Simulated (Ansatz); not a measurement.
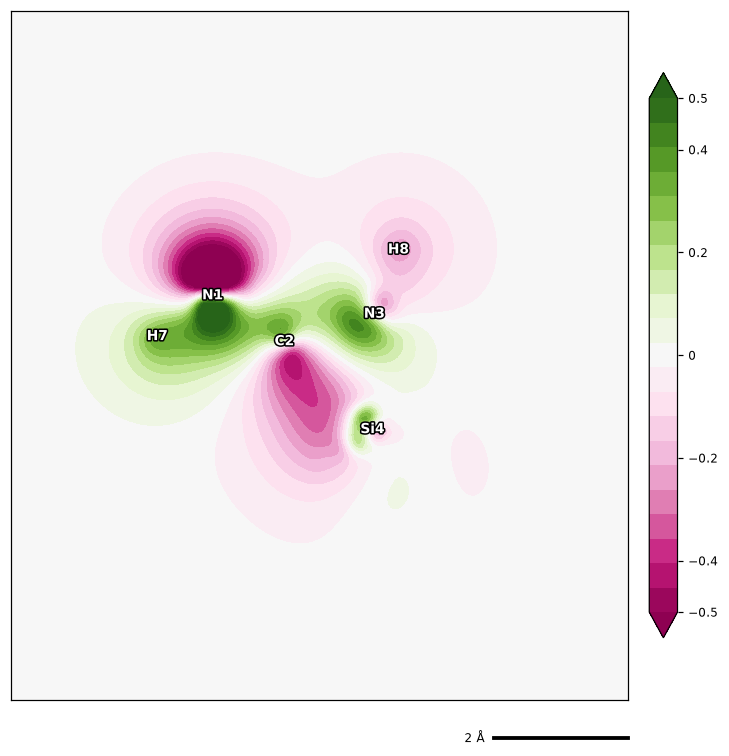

Figure 1: CH₄FN₃Si. The HOMO on the plane of atoms C2, N3 and Si4 (values in Å⁻³ᐟ²; the overall sign is arbitrary).

Level of theory: RKS PBE/def2-SVP in Ansatz.

```yaml
atoms:
  - { symbol: N, position_ang: [0.7075, -2.0820, -1.2624] }
  - { symbol: C, position_ang: [0.2088, -1.0831, -0.6516] }
  - { symbol: N, position_ang: [0.0814, -0.8261, 0.7330] }
  - { symbol: Si, position_ang: [-0.5923, 0.5136, -0.1184] }
  - { symbol: N, position_ang: [0.0270, 2.0903, 0.1150] }
  - { symbol: F, position_ang: [-2.2138, 0.7261, -0.1396] }
  - { symbol: H, position_ang: [0.6480, -1.9551, -2.2831] }
  - { symbol: H, position_ang: [0.3596, -1.4397, 1.5107] }
  - { symbol: H, position_ang: [-0.5309, 2.9153, -0.1111] }
  - { symbol: H, position_ang: [1.0300, 2.2778, 0.1376] }
```

### Describe this orbital and give its energy.

By Hirshfeld shares it lies mainly on N1 (about 50 %), C2 (about 15 %), Si4 (about 15 %), N5 (about 10 %) and N3 (about 5 %). Its energy is −5.20 eV.
